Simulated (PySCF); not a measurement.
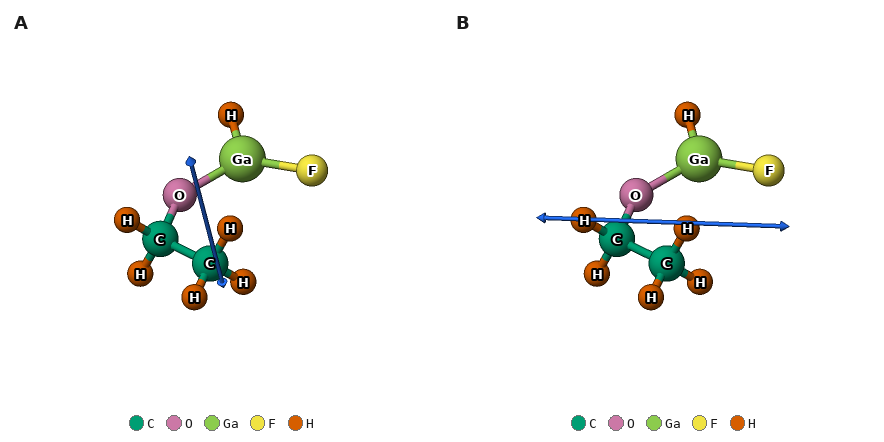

The double arrows show the directions of two transition dipoles from the ground state (lengths mean nothing). The geometry was computed by an optimisation with GFN2-xTB. No frequency run is at hand to confirm it as a minimum. Level of theory: TDDFT CAM-B3LYP/def2-SVPD, vertical, gas phase, core orbitals frozen in the response (PySCF 2.14.0).

### One belongs to singlet state 5 and one to singlet state 7. Which is which?

A: state 5, 7.66 eV (162 nm), oscillator strength 0.056, mainly HOMO−2 → LUMO (weight 0.95).
B: state 7, 8.36 eV (148 nm), oscillator strength 0.022, mainly HOMO−1 → LUMO+2 (weight 0.54).

The geometry is semi-empirical. Around Ga such bond lengths and angles can be off by a tenth of an ångström or more and by several degrees, and values that hang on the shape move with them.
